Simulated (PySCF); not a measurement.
## Electronic structure of C$_{5}$H$_{14}$O$_{3}$Si$_{2}$ in real space

```xyz
24

C    -2.1857    1.6649    0.6293
Si   -1.4181    0.0562    0.0835
C    -0.5455    0.2188   -1.5697
C    -2.6869   -1.3227    0.0018
O    -0.3026   -0.3205    1.2938
C     0.6800   -1.2834    1.1891
C     1.9681   -0.8245    0.5333
O     2.8367   -1.5898    0.1922
O     2.0782    0.4927    0.3830
Si    3.5231    1.0601   -0.3595
H    -2.6460    1.5553    1.6233
H    -2.9654    1.9942   -0.0751
H    -1.4213    2.4542    0.6944
H    -1.2770    0.3993   -2.3737
H     0.0080   -0.6974   -1.8324
H     0.1683    1.0557   -1.5584
H    -3.1780   -1.4573    0.9781
H    -2.2238   -2.2823   -0.2789
H    -3.4664   -1.1012   -0.7446
H     0.3674   -2.1942    0.6420
H     0.9687   -1.6286    2.1992
H     4.7038    0.7187    0.4751
H     3.3144    2.5315   -0.3940
H     3.6352    0.5181   -1.7391
```

Geometry: PBE0-D3(BJ)/def2-SVP.

Theory: PySCF, PBE0/pcSseg-1, SCF density, gas phase, non-relativistic.

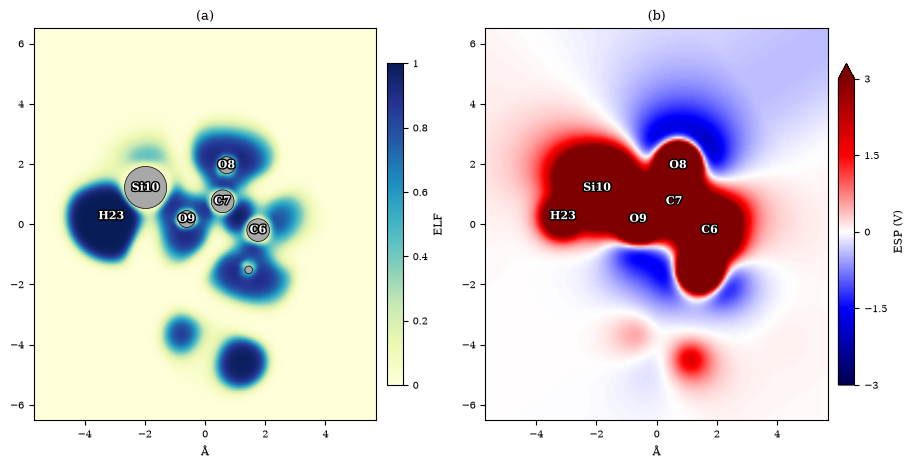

Figure 1. (a) electron localisation function; (b) molecular electrostatic potential on the plane of atoms C6, C7 and O8. Grey discs cover the atomic cores in the ELF map.

**Interpret the plot.**

- The plane passes through C, O, Si and H nuclei.
- C–O (1.21 Å): the ELF peaks at about 0.85 between the atoms: a multiple bond.
- C–C (1.52 Å): the ELF peaks at about 0.95 between the atoms (localised, covalent bonding).
- C–O (1.33 Å): the ELF peaks at about 0.85 between the atoms, as expected for a shared but strongly polarised pair.
- The ELF also peaks beside O5 and O8, away from the bonds: lone-pair regions.
- Outside the dense part of the molecule the potential is most negative (−2.0 V) near O8.

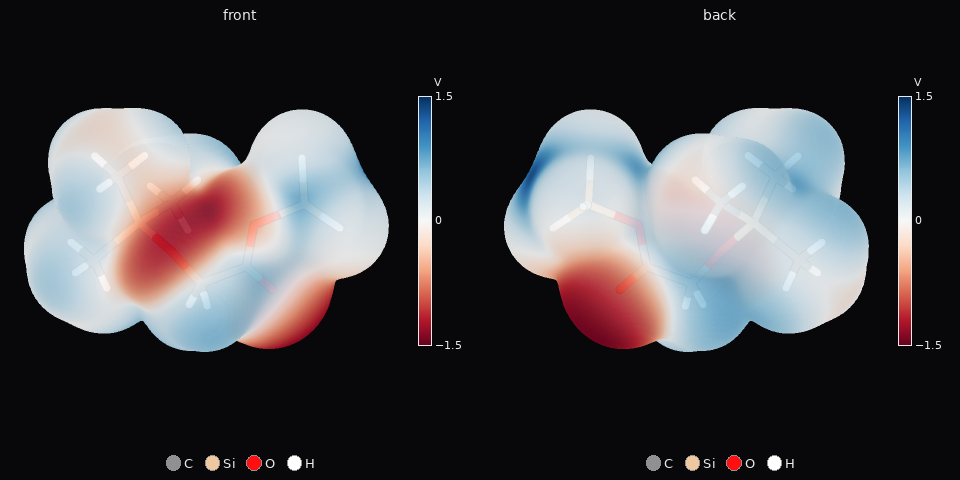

Figure 2. The electrostatic potential painted on the density surface at 0.001 e/bohr³, seen from the front and from behind; the colour scale runs from red (negative) to blue (positive).

**Describe the electrostatic potential map.**

The most negative region (about −1.4 V, or −32 kcal/mol for a unit charge) lies over O8, the most positive (about +1.2 V, or +28 kcal/mol for a unit charge) over Si10. O8 is the likeliest acceptor of a hydrogen bond.
